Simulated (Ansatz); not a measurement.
Start from TlSnCl₃ in the cubic perovskite structure (space group Pm-3m, No. 221; a = 5.578 Å; a hypothetical phase, not in the database extracts checked). Axes: x, y, z lie along the cube axes.

One thing is altered: biaxial strain −2.38 %, plane normal [111], relaxed out of plane (Cartesian); in-plane vectors clamped, the third vector and the atoms free.

Computed with PBE (Ansatz, an electronic-structure program), scalar-relativistic without spin-orbit coupling.

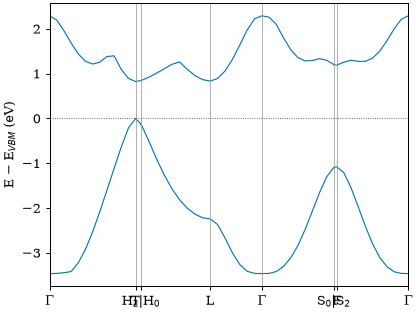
Highest valence and lowest conduction band along the path of the changed cell's own zone

From the figure, how large is the changed gap, and is it direct?

About 0.8 eV, direct at T.

With Tl present, leaving out spin-orbit coupling can change the band edges. Whether these cells are dynamically stable was not tested. Many cubic perovskites are stable only at high temperature; tilts and polar distortions were not tested. k-point labels follow each cell's own Brillouin zone.
